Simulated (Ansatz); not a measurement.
# GePt (010): surface energy and levels, part 2 of 2

Aim: for GePt, compute energy, relaxation and work function or band edges of the (010) face.

Ansatz 0.2.0; DFT PBE, scalar-relativistic, plane waves, PAW. Earlier steps stand in the parts before.

### Step 5. All atoms of the slab relaxed

input.yaml

```yaml
crystal:
  lattice:
    - [5.8271351399, 0.0, 0.0]
    - [0.0, 6.1905450806, 0.0]
    - [0.0, 0.0, 22.4890375214]
  atoms:
    - { symbol: Ge, position: [0.813230162, 0.4125087131, 0.3334958196] }
    - { symbol: Ge, position: [0.313230162, 0.0874912869, 0.3334958196] }
    - { symbol: Pt, position: [0.0017840212, 0.8069861665, 0.3334958196] }
    - { symbol: Pt, position: [0.5017840212, 0.6930138335, 0.3334958196] }
    - { symbol: Ge, position: [0.186769838, 0.5874912869, 0.4167479098] }
    - { symbol: Ge, position: [0.686769838, 0.9125087131, 0.4167479098] }
    - { symbol: Pt, position: [0.9982159788, 0.1930138335, 0.4167479098] }
    - { symbol: Pt, position: [0.4982159788, 0.3069861665, 0.4167479098] }
    - { symbol: Ge, position: [0.813230162, 0.4125087131, 0.5] }
    - { symbol: Ge, position: [0.313230162, 0.0874912869, 0.5] }
    - { symbol: Pt, position: [0.0017840212, 0.8069861665, 0.5] }
    - { symbol: Pt, position: [0.5017840212, 0.6930138335, 0.5] }
    - { symbol: Ge, position: [0.186769838, 0.5874912869, 0.5832520902] }
    - { symbol: Ge, position: [0.686769838, 0.9125087131, 0.5832520902] }
    - { symbol: Pt, position: [0.9982159788, 0.1930138335, 0.5832520902] }
    - { symbol: Pt, position: [0.4982159788, 0.3069861665, 0.5832520902] }
    - { symbol: Ge, position: [0.813230162, 0.4125087131, 0.6665041804] }
    - { symbol: Ge, position: [0.313230162, 0.0874912869, 0.6665041804] }
    - { symbol: Pt, position: [0.0017840212, 0.8069861665, 0.6665041804] }
    - { symbol: Pt, position: [0.5017840212, 0.6930138335, 0.6665041804] }
basis:
  ecutwfc: 420
kpoints:
  mp_grid: { grid: [6, 6, 1] }
hamiltonian:
  xc: pbe
scf:
  occupations: { method: gaussian, width: 0.1 }
output:
  forces: true
  eigenvalues: true
  write_density: true
  write_potential: true
  elf: true
  volumetric_format: npy
relax:
  adjacent_minimum: "off"
  f_tol: 0.02
  max_steps: 60
efield:
  axis: 3
  dipole_correction: true
  ramp_width: 0.04
```

Command:

```
ansatz run input.yaml --threads 8 --pin off --max-ram 15360MiB --backend cpu --events-out ev --progress --plain --runs-dir out
```

The log of the run:

```text
Warning: RAYON_NUM_THREADS=8 ignored (pool sized by the plan → 8); use --threads N
Engine: ansatz 0.2.0, aarch64-unknown-linux-gnu
Pseudopotentials: kind: paw
Pseudopotential: Ge, paw, valence charge 14, recommended cutoff 420 eV (normal), Ge.paw.azcp
Pseudopotential: Pt, paw, valence charge 18, recommended cutoff 420 eV (normal), Pt.paw.azcp
Functional definition: PBE
  parameter kappa = 0.804
  parameter beta = 0.06672455060314922
  exchange = pbe_x(kappa = kappa, mu = beta*pi^2/3)
  correlation = pbe_c(beta = beta)
Crystal: 20 atoms, lattice volume = 811.250 Å³
Basis set: ecut = 420 eV, 15857 PW (Γ), exchange–correlation on 80×90×320 points (8 copies of the dense FFT grid, shifted against one another)
Bands: 192, of which v1, the nominal top of the filled ones, is band 160 counted from 1 (159 counted from 0)
Symmetry: 2 space group operations
k-points: 16 of 36 (time reversal used)
Non-local potential: Ge, projectors of the file, l = 0: 2, l = 1: 2, l = 2: 3, l = 3: 1
Non-local potential: Pt, projectors of the file, l = 0: 3, l = 1: 2, l = 2: 2, l = 3: 1
PAW form: soft (Blöchl's): semilocal exchange-correlation on the pseudo side does not see the compensation charge
PAW one-centre angular grid: Ge, 590 points (default); XC on 64 Gauss nodes
PAW one-centre angular grid: Pt, 590 points (default); XC on 64 Gauss nodes
Initial density: superposition of atomic densities (neutral atoms: chi_scale 0, normalization atom), corrected by the library's trained network
Initial wavefunctions: pseudopotential atomic-orbital guess
Functional: x = pbe(κ = 0.804, μ = 0.2195149727645171), c = pbe(β = 0.06672455060314922)
SCF iter   1: F=—  HF=-168183.549693 eV  |F-HF|=—  |Δ(HF+E_count)|=         —  Δρ=3.74e-3  dr2=3.70e-1  ethr=1.77e-3  p=0.000 e·Å  D=2.55e-14 V/Å  ΔV_dip=-0.00 eV  dr2_dipole=8.83e-8  V_vac-E_F(+/−)=4.79/4.79 eV  ⟨swp⟩=6.9  Hψ=11662  notcnv=0  defer=129
efield: sawtooth ramp at fractional position 0.9800 (placed from the atoms, in the widest stretch of the axis that holds none; the zero of the levels goes with the place), width 0.0400; the density the first Hamiltonian is built on has a dipole p = 0.000 e·Å; the dipole correction subtracts the counter field D = 2.55e-14 V/Å, which shifts the + side's vacuum level by -0.00 eV against the − side's; the planar-averaged density in the ramp window peaks in size at 1.7e-5 e/Å³
preconditioner: auto → LDOS  [metal: Δε(μ)=0.030 eV  Ē_g=16.198 eV  σ=0.100 eV  W_gap=0.17  n_scr=172 (ndim 8)  ℏωp=20.2 eV  f_vac=0.524  D(μ)=8.03/eV (n_scr^D=32)  β→1.0]
SCF iter   2: F=—  HF=-168183.528612 eV  |F-HF|=—  |Δ(HF+E_count)|=   2.11e-2  Δρ=1.66e-3  dr2=6.42e-2  ethr=1.16e-4  p=-0.000 e·Å  D=-2.80e-6 V/Å  ΔV_dip=0.00 eV  dr2_dipole=7.66e-8  V_vac-E_F(+/−)=4.94/4.94 eV  ⟨swp⟩=2.0  Hψ=4396  notcnv=0  defer=195
SCF iter   3: F=—  HF=-168183.521807 eV  |F-HF|=—  |Δ(HF+E_count)|=   6.81e-3  Δρ=5.92e-4  dr2=8.19e-3  ethr=2.01e-5  p=0.000 e·Å  D=7.78e-7 V/Å  ΔV_dip=-0.00 eV  dr2_dipole=8.63e-10  V_vac-E_F(+/−)=4.90/4.90 eV  ⟨swp⟩=2.0  Hψ=4667  notcnv=0  defer=195
SCF iter   4: F=—  HF=-168183.519754 eV  |F-HF|=—  |Δ(HF+E_count)|=   2.05e-3  Δρ=1.08e-4  dr2=1.45e-4  ethr=2.56e-6  p=0.000 e·Å  D=4.06e-7 V/Å  ΔV_dip=-0.00 eV  dr2_dipole=2.66e-11  V_vac-E_F(+/−)=4.91/4.91 eV  ⟨swp⟩=3.2  Hψ=4461  notcnv=0  defer=195
SCF iter   5: F=—  HF=-168183.519758 eV  |F-HF|=—  |Δ(HF+E_count)|=   4.92e-6  Δρ=3.15e-5  dr2=1.14e-5  ethr=4.53e-8  p=0.000 e·Å  D=1.21e-7 V/Å  ΔV_dip=-0.00 eV  dr2_dipole=1.45e-11  V_vac-E_F(+/−)=4.91/4.91 eV  ⟨swp⟩=2.8  Hψ=4620  notcnv=0  defer=195
SCF iter   6: F=-168183.519768 eV  HF=-168183.519767 eV  |F-HF|=1.15e-6  |Δ(HF+E_count)|=   8.32e-6  Δρ=1.06e-5  dr2=1.13e-6  ethr=3.12e-9  p=0.000 e·Å  D=1.18e-7 V/Å  ΔV_dip=-0.00 eV  dr2_dipole=4.42e-12  V_vac-E_F(+/−)=4.91/4.91 eV  ⟨swp⟩=21.6  Hψ=32486  notcnv=0
SCF 1 converged in 6 iterations: F = -168183.519768 eV  dr2 = 1.13e-6
relax step   1: F+E_penalty+E_count = -168183.51976793 eV  Δ(F+E_penalty+E_count) = +0.000e0 eV  max|allowed force component| = 1.078e0 eV/Å  Δτ_max = 0.0000 Å  (6 SCF iters, dr2 threshold 1.00e-5 eV, accepted)
[... from here on, the SCF cycles and remarks between the steps are left out ...]
relax step   2: F+E_penalty+E_count = -168184.21272478 eV  Δ(F+E_penalty+E_count) = -6.930e-1 eV  max|allowed force component| = 2.329e-1 eV/Å  Δτ_max = 0.1904 Å  (5 SCF iters, dr2 threshold 7.26e-5 eV, accepted)
relax step   3: F+E_penalty+E_count = -168184.26692963 eV  Δ(F+E_penalty+E_count) = -5.420e-2 eV  max|allowed force component| = 9.083e-2 eV/Å  Δτ_max = 0.0570 Å  (6 SCF iters, dr2 threshold 3.39e-6 eV, accepted)
relax step   4: F+E_penalty+E_count = -168184.27587068 eV  Δ(F+E_penalty+E_count) = -8.941e-3 eV  max|allowed force component| = 4.461e-2 eV/Å  Δτ_max = 0.0345 Å  (6 SCF iters, dr2 threshold 5.16e-7 eV, accepted)
relax step   5: F+E_penalty+E_count = -168184.27789750 eV  Δ(F+E_penalty+E_count) = -2.027e-3 eV  max|allowed force component| = 6.344e-2 eV/Å  Δτ_max = 0.0248 Å  (6 SCF iters, accepted)
relax step   6: F+E_penalty+E_count = -168184.27908021 eV  Δ(F+E_penalty+E_count) = -1.183e-3 eV  max|allowed force component| = 7.254e-3 eV/Å  Δτ_max = 0.0093 Å  (5 SCF iters, dr2 threshold 9.71e-7 eV, accepted)
relax step   7: F+E_penalty+E_count = -168184.27908042 eV  Δ(F+E_penalty+E_count) = -2.107e-7 eV  max|allowed force component| = 7.266e-3 eV/Å  Δτ_max = 0.0000 Å  (3 SCF iters, accepted)
WARN: The output density's exchange-correlation potential varies sharply where the density is thin. Do not read a vacuum level from v_tot or v_xc, or from such a field of the output density. On a cell that repeats whose density bears no net charge and no dipole along the vacuum's axis use v_es (v_loc + v_h of the components); under efield.dipole_correction with no amplitude use v_es + v_field, which holds any external_charges[].barrier, or the levels of the report's work_function block, which leave it out; under a non-zero efield.amplitude the vacuum is tilted and has no level; on a cell that repeats and bears such a dipole with no correction it is tilted too, and efield.dipole_correction with no amplitude gives each side of its ramp a level where efield: is served; in a cell that repeats whose density bears a net charge (total_charge, or a fill off its count) it is curved and has none; of a slab under crystal.periodic whose density bears no net charge use v_es, which has a level on each side, short of where the two are joined; of another it falls or rises all the way out and has none; of a slab beside external_charges read slab_vacuum_level instead, which it has where they leave it neutral. The grid or the basis barely resolves most such structure, and the values can differ between equally converged runs; as a rule a tighter scf.convergence.dr2_threshold does not remove it. Where the density itself ripples (under the LDA too) a higher basis.ecutwfc lessens it. The files hold the spikes' plane waves up to the density's cutoff. Files: v_tot_of_output_density and the like, and their columns of v_z.tsv (output.write_potential); v_xc_of_output_density and the like, and their columns of v_comp_z.tsv (output.write_potential_components). Measured: with its Gaussian average of σ = 0.25 Å subtracted twice, the exchange-correlation potential is over 0.1 eV at 139 of the grid points where the equally averaged density (valence and model cores) is under 1e-3 e/Å³, and 0.250 eV at the most among them, at an averaged density of 1.5e-8 e/Å³. See output.write_potential in the manual, Limitations
SCF converged after 3 iterations
Free energy (F): -168184.279080 eV
Harris-Foulkes:  -168184.279080 eV  (|F-HF|=1.31e-9)
Internal energy: -168184.232317 eV  (E = F + TS)
E sigma→0 (E₀):  -168184.255699 eV
Entropy (-TS):   -0.046764 eV (-2.338 meV/atom)
Fermi energy:    4.061088 eV
Dipole field:    D = 0.000000 V/Å  (p = 0.000000 e·Å, saw-weighted, corrected)
Work function:   Φ+ = 4.8378 eV   Φ− = 4.8378 eV
Levels:          The Fermi level and band energies are counted from a zero that moves with the ramp; work functions are not
--- Per-component energies (eV) ---
  E_band       = -6879.258342
  E_kinetic    = 7492.849412
  E_local      = -381790.581219  (includes V_loc(G=0)·N_el)
  E_nonlocal   = 6176.188683
  E_hartree    = 185461.329529
  E_xc         = -3372.091403
  E_vxc        = -3671.995601  (∫ρ·V_xc dr)
  E_paw        = -114736.160607  (= ΣΔE_a)
  E_vpaw       = -6008.381154  (= ΣTr[D̂ρ^β])
  E_aug_tail   = 0.005055  (compensation charges beyond the density's cutoff)
  E_efield     = 0.000000  (sawtooth field / dipole correction)
  E_vefield    = -0.000000  (∫n·V_field dr)
  E_ewald      = 132584.228234
  E_smearing   = -0.046764  (= −TS)
  E_closure    = 0.000000  (closes the sum)
  Σ components = -168184.279080   (vs F -168184.279080, Δ=0.00e0)
--- Forces (eV/Å), atoms counted from 1 ---
  atom   1  Ge     0.00228441     0.00093938    -0.00120955
  atom   2  Ge     0.00228441    -0.00093938    -0.00120955
  atom   3  Pt    -0.00101617     0.00137656    -0.00362702
  atom   4  Pt    -0.00101617    -0.00137656    -0.00362702
  atom   5  Ge    -0.00181503    -0.00051597     0.00098125
  atom   6  Ge    -0.00181503     0.00051597     0.00098125
  atom   7  Pt     0.00091291     0.00726635     0.00297178
  atom   8  Pt     0.00091291    -0.00726635     0.00297178
  atom   9  Ge    -0.00126279     0.00712022     0.00000014
  atom  10  Ge    -0.00126279    -0.00712022     0.00000014
  atom  11  Pt     0.00052988     0.00479022    -0.00000002
  atom  12  Pt     0.00052988    -0.00479022    -0.00000002
  atom  13  Ge    -0.00181499    -0.00051573    -0.00098103
  atom  14  Ge    -0.00181499     0.00051573    -0.00098103
  atom  15  Pt     0.00091266     0.00726641    -0.00297152
  atom  16  Pt     0.00091266    -0.00726641    -0.00297152
  atom  17  Ge     0.00228433     0.00093929     0.00120961
  atom  18  Ge     0.00228433    -0.00093929     0.00120961
  atom  19  Pt    -0.00101615     0.00137664     0.00362669
  atom  20  Pt    -0.00101615    -0.00137664     0.00362669
  max |Σ_I F_I| component: 1.87e-6 eV/Å
--- Band table (eV; the first three rows and the last of 16) ---
  k-point 0: bands = ["-94.6308", "-94.6271", "-94.5823", "-94.5823", "-94.5783", "-94.5783", "-94.0802", "-94.0802", "-94.0763", "-94.0763", "-48.9670", "-48.9237", "-48.9223", "-48.8966", "-48.8955", "-48.8699", "-48.8649", "-48.8584", "-48.8391", "-48.8317", "-48.8293", "-48.8152", "-48.7808", "-48.7787", "-48.7686", "-48.7686", "-48.7680", "-48.7662", "-48.4902", "-48.4902", "-48.4353", "-48.4353", "-48.3778", "-48.3778", "-48.3186", "-48.3186", "-48.2026", "-48.2025", "-48.1937", "-48.1937", "-20.7868", "-20.7839", "-20.7825", "-20.7800", "-20.7520", "-20.7503", "-20.7447", "-20.7439", "-20.7368", "-20.7358", "-20.7199", "-20.7171", "-20.7099", "-20.7098", "-20.7096", "-20.7080", "-20.7058", "-20.7029", "-20.6976", "-20.6952", "-20.6939", "-20.6937", "-20.6887", "-20.6886", "-20.6885", "-20.6857", "-20.6824", "-20.6817", "-20.6800", "-20.6779", "-20.3474", "-20.3474", "-20.3467", "-20.3467", "-20.3389", "-20.3389", "-20.3384", "-20.3384", "-20.3279", "-20.3279", "-20.3271", "-20.3271", "-20.2998", "-20.2998", "-20.2898", "-20.2898", "-20.2838", "-20.2838", "-20.2809", "-20.2809", "-7.9969", "-6.9395", "-5.5109", "-5.3108", "-5.1083", "-4.9976", "-4.6714", "-4.6386", "-3.9545", "-3.9072", "-2.7710", "-2.4478", "-2.3381", "-1.8772", "-1.5506", "-1.4119", "-1.3103", "-1.1153", "-0.9411", "-0.9220", "-0.8857", "-0.7666", "-0.6783", "-0.6613", "-0.4139", "-0.4030", "-0.3740", "-0.3712", "-0.2604", "-0.2222", "-0.0668", "0.0087", "0.2540", "0.2793", "0.3256", "0.4345", "0.6612", "0.7149", "0.7157", "0.7455", "0.8996", "0.9384", "1.2324", "1.2832", "1.3147", "1.3227", "1.4183", "1.4184", "1.4715", "1.5166", "1.5655", "1.6439", "1.6811", "1.8973", "1.9634", "1.9725", "2.0212", "2.1040", "2.1496", "2.1566", "2.2858", "2.4730", "2.6231", "3.1226", "3.2793", "3.5039", "3.5553", "3.6048", "3.6686", "3.7407", "4.2210", "4.3413", "4.5222", "4.8387", "5.3378", "5.3551", "5.5107", "5.8620", "5.9160", "6.2254", "6.7101", "6.7135", "6.7209", "6.9371", "7.5702", "7.5852", "7.8008", "7.9798", "8.0885", "8.0988", "8.2000", "8.3025", "8.5904", "8.6534", "8.6581", "9.3304", "9.5475", "9.6688", "9.7813", "9.9491", "10.2497", "10.7221"]
[... 3 lines left out ...]
--- Relaxed structure (7 steps of the walk, 7 accepted, 0 SCFs on fresh bases) ---
  F+E_penalty+E_count = -168184.27908042 eV   max|allowed force component| = 7.266e-3 eV/Å
  atoms:
    - { symbol: Ge, position: [0.8143252763441439, 0.4295427270644453, 0.33042101613554803] }
    - { symbol: Ge, position: [0.3143252763441436, 0.07045727293555462, 0.33042101613554803] }
    - { symbol: Pt, position: [-0.008312976776384108, 0.7997885173399083, 0.34394587101442226] }
    - { symbol: Pt, position: [0.4916870232236159, 0.7002114826600916, 0.34394587101442226] }
    - { symbol: Ge, position: [0.19309592238776568, 0.5798625084195795, 0.4175430110445253] }
    - { symbol: Ge, position: [0.6930959223877659, 0.9201374915804201, 0.4175430110445253] }
    - { symbol: Pt, position: [1.0038020096635267, 0.20245885356788132, 0.4153169038630934] }
    - { symbol: Pt, position: [0.5038020096635266, 0.2975411464321186, 0.4153169038630934] }
    - { symbol: Ge, position: [0.8091154658664945, 0.4111117037766284, 0.49999999834803854] }
    - { symbol: Ge, position: [0.3091154658664945, 0.08888829622337148, 0.49999999834803854] }
    - { symbol: Pt, position: [7.81911993154854e-5, 0.8028827811857385, 0.5000000021524483] }
    - { symbol: Pt, position: [0.5000781911993155, 0.6971172188142613, 0.5000000021524483] }
    - { symbol: Ge, position: [0.19309593235681555, 0.5798625025062676, 0.5824569915416077] }
    - { symbol: Ge, position: [0.6930959323568154, 0.9201374974937323, 0.5824569915416077] }
    - { symbol: Pt, position: [1.003802033328383, 0.20245884824428834, 0.5846830915590446] }
    - { symbol: Pt, position: [0.5038020333283826, 0.2975411517557116, 0.5846830915590446] }
    - { symbol: Ge, position: [0.8143252921472968, 0.42954272373857855, 0.669578981219419] }
    - { symbol: Ge, position: [0.31432529214729693, 0.0704572762614213, 0.669578981219419] }
    - { symbol: Pt, position: [-0.008312963317356762, 0.7997885152684583, 0.6560541331218523] }
    - { symbol: Pt, position: [0.4916870366826433, 0.7002114847315415, 0.6560541331218523] }
```

It took 4.6 min on 8 threads of Arm Neoverse V2, shared host; peak memory 6 GiB.

The steps of the relaxation:

```csv
step,E - E(step 1) (eV/cell),largest force component (eV/Å)
1,0.0000,1.0781
2,-0.6930,0.2329
3,-0.7472,0.0908
4,-0.7561,0.0446
5,-0.7581,0.0634
6,-0.7593,0.0073
7,-0.7593,0.0073
```

Step 1 is the start.

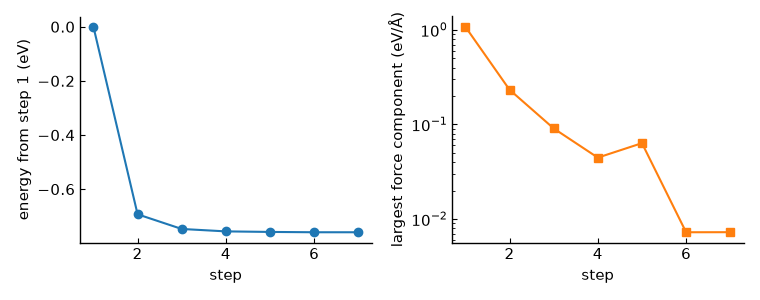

Energy and largest force along the relaxation.

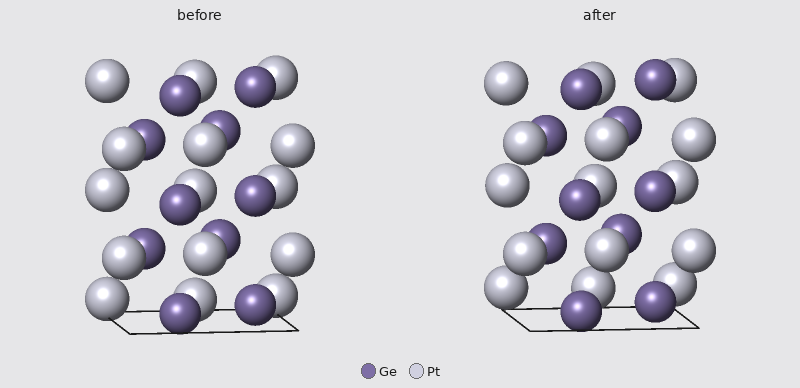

Before and after, at one scale.

Read from this run: work function 4.84 eV.

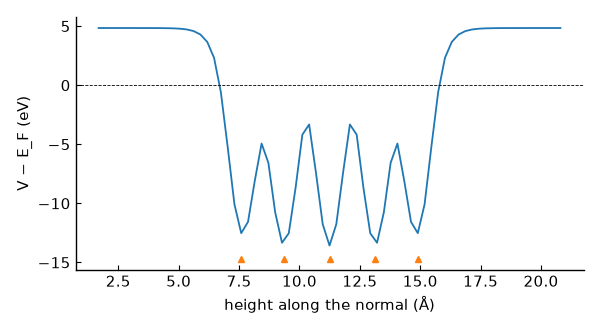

Plane-averaged electrostatic potential energy of an electron across the slab, counted from the Fermi level; triangles mark the atomic planes. The flat parts are the vacuum levels.

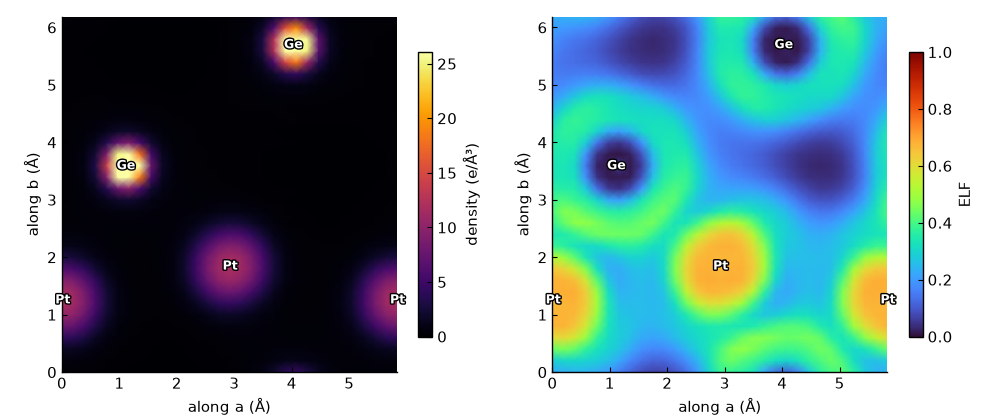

Density (left) and ELF (right) in a lattice plane of the grid's cell (edges 5.83 and 6.19 Å, at 0.415 of the third edge), which holds Ge and Pt. Only atoms in the plane are labelled; the density scale stops at 26.07 e/Å³. Both are smooth fields of the valence electrons: close to the nuclei they are not physical.

Outside the cores ELF peaks at 0.80 beside Ge, off the lines to its neighbours, 1.4 Å from Ge; 0.49 on the Ge–Pt line, 1.1 Å from Ge.

### Step 6. What the (010) slab gives

γ = (E_slab − N E_bulk) / (2A); here N = 20 and A = 36.07 Å².

|  | as cut | relaxed |
| --- | --- | --- |
| surface energy, mean of both faces | 1.29 J/m² | 1.12 J/m² |
| work function | 4.91 eV | 4.84 eV |
| dipole along +c (e·Å/cell) | 0.000 | 0.000 |

How the layers moved (bottom to top):

```
plane   atoms  spacing to the next, as cut (Å)  relaxed (Å)  change (%)  rumpling (Å)
    1  Ge2Pt2                            1.872        1.782        -4.8         0.304
    2  Ge2Pt2                            1.872        1.879        +0.4         0.050
    3  Ge2Pt2                            1.872        1.879        +0.4         0.000
    4  Ge2Pt2                            1.872        1.782        -4.8         0.050
    5  Ge2Pt2                                                                   0.304
```

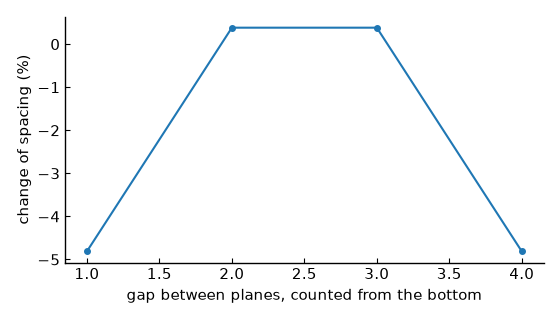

Change of each interlayer spacing on relaxation.

### Step 7. What came out

What follows sums up all 2 parts.

| quantity | value |
| --- | --- |
| surface energy, (010), cut with GePt on top | 1.12 J/m² |
| work function, (010), cut with GePt on top | 4.84 eV |

In words: The outermost spacing at the top of (010) contracts by 4.8 %, and relaxation gains 0.168 J/m² a face. The top plane rumples by 0.30 Å. The runs treat Pt without spin-orbit coupling.
